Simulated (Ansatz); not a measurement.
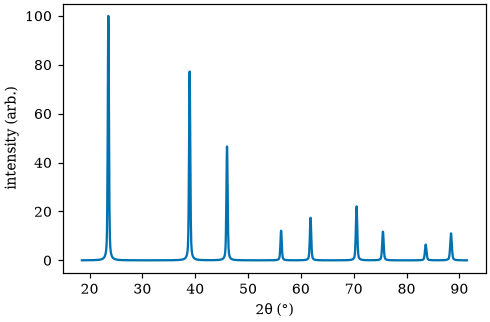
*Simulated powder pattern, Cu Kα, λ = 1.54184 Å*

The pattern belongs to a structure relaxed with the program Ansatz at the PBEsol level (PAW).

Problem. Which compound is it?
A. Sn, diamond
B. Ge, diamond
C. GaP, zinc blende
D. SnTe, rock salt

Solution. A, Sn, diamond

Space group Fd-3m (diamond). This is a known low-temperature phase of the composition, computed here at zero pressure and temperature. Symmetry was held in the PBEsol relaxation; whether a distortion lowers the energy is not shown. Scalar-relativistic: spin–orbit coupling is off unless named, which matters more the heavier the elements.

Potentials: the later of the program's two PAW sets.
